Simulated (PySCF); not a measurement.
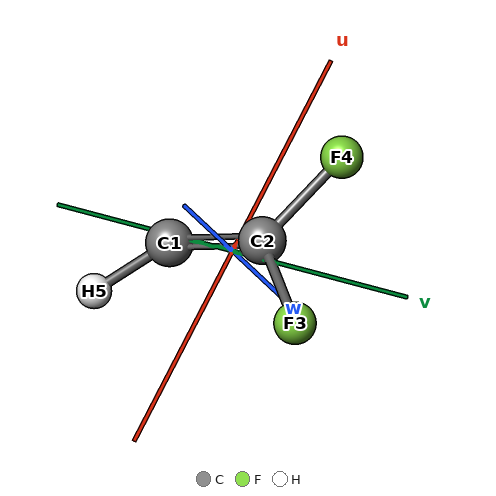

The lines u, v and w are the principal axes of the g tensor. Charge 0, doublet. The computed structure is the end point of a GFN2-xTB optimisation. No frequency run is at hand to confirm it as a minimum. Level of theory: UKS B3LYP, pcH-1 on C F H, non-relativistic, mean-field spin-orbit, GIAO (PySCF 2.14.0).

Along which axis does g lie farthest from the free-electron value?

Along v (in the molecular plane, close to the long direction C1···F3): the shift is 390 ppm.

Give the principal values and shifts.

| axis | g | shift (ppm) |
| --- | --- | --- |
| u | 2.00201 | −313 |
| v | 2.00271 | 390 |
| w | 2.00225 | −70 |
